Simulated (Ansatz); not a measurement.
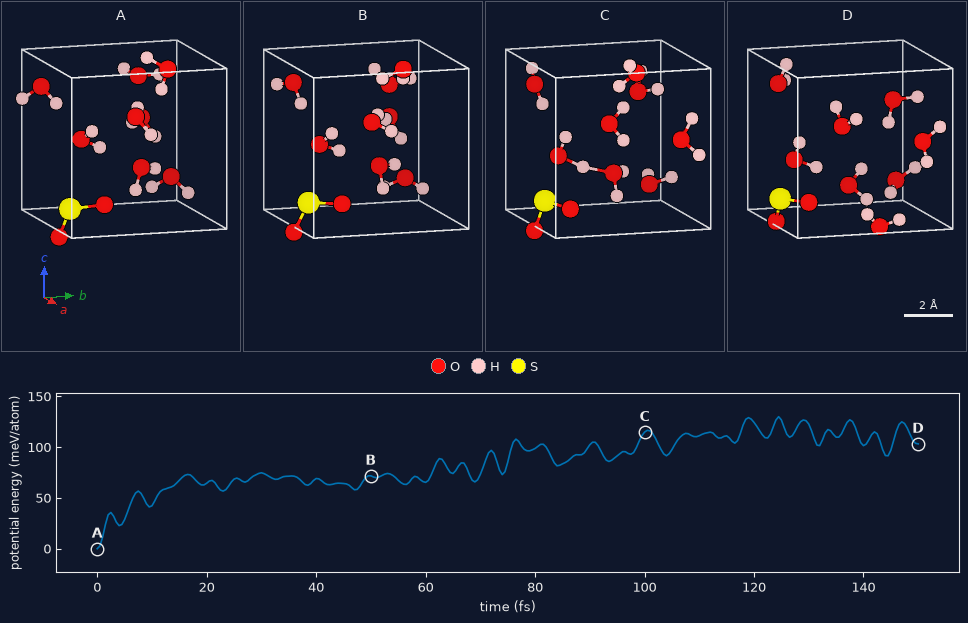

First-principles dynamics of a periodic cell with 8 H2O + 1 SO2 at 1.101 g/cm³, 150 fs long. Frames (A at 0 fs, B at 50 fs, C at 100 fs, D at 150 fs) and the history of the run. The picture is a ball-and-stick view of the simulation cell, seen slightly off an axis. Atoms that leave the cell re-enter on the other side.

These are results of DFT PBE-D3(BJ), scalar-relativistic, plane waves, PAW (Ansatz), not measurements. Set-up: plane-wave cutoff 420 eV; k-point mesh 1 × 1 × 1; Fermi-Dirac smearing 0.02 eV; Langevin thermostat (NVT); set temperature 1000 K; time step 0.5 fs; friction 0.02 per fs.

What happens in this trajectory?

Root-mean-square distances from the starting positions over the second half, with the common drift of all atoms taken out: H 1.28 Å, O 0.79 Å, S 0.61 Å. The heavy atoms stay within a fraction of a molecule's size of their starting places, while the hydrogen atoms travel further, as molecules turn; so short a run doesn't tell a liquid from a solid. Over the second half the temperature averages 943 K (spread ±114 K). The potential energy is still drifting at the end, so the run hasn't reached equilibrium. The potential energy in the second half lies on average 107 meV per atom above the first frame.

Limits of the set-up: the periodic images lie only 6.8 Å apart, so the values are limited by the cell's size.
